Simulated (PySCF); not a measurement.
**GaHCl (SMILES [Cl][GaH]): NEVPT2(3,3)/STO-3G**

Wanted: a single-point energy of GaHCl. The job is set up through a Python script.

The results are computed with PySCF 2.14.0.

1 further run of the same task is left out (it didn't finish).

### Step 1. The structure to begin with

GaHCl has 3 atoms, charge 0, and is taken as a doublet. As SMILES, `[Cl][GaH]`. The Cl1–Ga2 distance was set to 3.251 Å, away from the relaxed value. At this shape a bond of the SMILES string is far longer than usual.

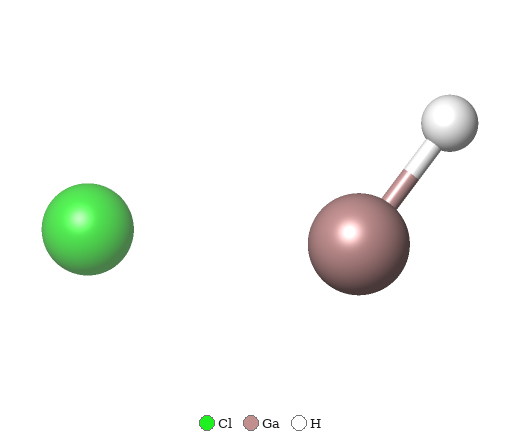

The structure, seen from a chosen angle (chlorine green, gallium pink, hydrogen white).

### Step 2. A single-point energy at NEVPT2(3,3)/STO-3G

File input.py:

```python
import numpy
from pyscf import gto, scf, mp, mcscf, mrpt

molecule = gto.Mole()
molecule.atom = '''
Cl   2.461567   0.004793   1.324931
Ga  -0.331100  -0.583500  -0.232800
H   -1.210500   0.710000  -0.586300
'''
molecule.verbose = 3
molecule.max_memory = 1860
molecule.spin = 1
molecule.basis = 'sto-3g'
molecule.build()

mf = scf.ROHF(molecule)
mf.conv_tol = 1e-10
mf.kernel()
if not mf.converged:
    mf = mf.newton().run(mf.mo_coeff, mf.mo_occ)

pt = mp.MP2(scf.addons.convert_to_uhf(mf)).run()
noons, natorbs = mcscf.addons.make_natural_orbitals(pt)
print('natural occupations', numpy.round(noons[:40], 4))
cas = mcscf.CASSCF(mf, 3, 3)
cas.fix_spin_(ss=0.75)
cas.natorb = True
cas.kernel(natorbs)
e_pt2 = mrpt.NEVPT(cas).kernel()
e_final = cas.e_tot + e_pt2
print(f'total energy: {e_final:.8f} hartree')
```

Started as:

```console
$ OMP_NUM_THREADS=1 python input.py
```

The log of the run:

```text
SCF not converged.
SCF energy = -2355.91918027971
converged SCF energy = -2356.03092174713
E(UMP2) = -2356.08251937229  E_corr = -0.0515976251590406
E(SCS-UMP2) = -2356.09184450844  E_corr = -0.060922761307863
natural occupations [2.     2.     2.     2.     2.     2.     2.     2.     2.     2.
 2.     2.     2.     2.     1.9999 1.9999 1.9999 1.9999 1.9994 1.9992
 1.9976 1.9869 1.9783 1.9119 1.0003 0.0951 0.0164 0.0153]
CASSCF energy = -2356.08467748966
CASCI E = -2356.08467748966  E(CI) = -2.60958119157431  S^2 = 0.7500000
Sr    (-1)',   E = -0.00000146676223
Si    (+1)',   E = -0.00009462663720
Sijrs (0)  ,   E = -0.01864573122485
Sijr  (+1) ,   E = -0.00081612981984
Srsi  (-1) ,   E = -0.00022816407928
Srs   (-2) ,   E = -0.00001055868151
Sij   (+2) ,   E = -0.00096121650173
Sir   (0)' ,   E = -0.00144184836983
Nevpt2 Energy = -0.022199742076462
total energy: -2356.10687723 hartree
```

It took 2.3 s on 1 thread of Intel Xeon Platinum 8259CL at 2.50GHz (Skylake/Cascade Lake), shared host; peak memory 0.12 GiB.

### Step 3. Results

At NEVPT2(3,3)/STO-3G:

```
                            quantity           value
                        total energy  -2356.10688 Eh
dipole moment (Hartree–Fock density)          6.31 D
```
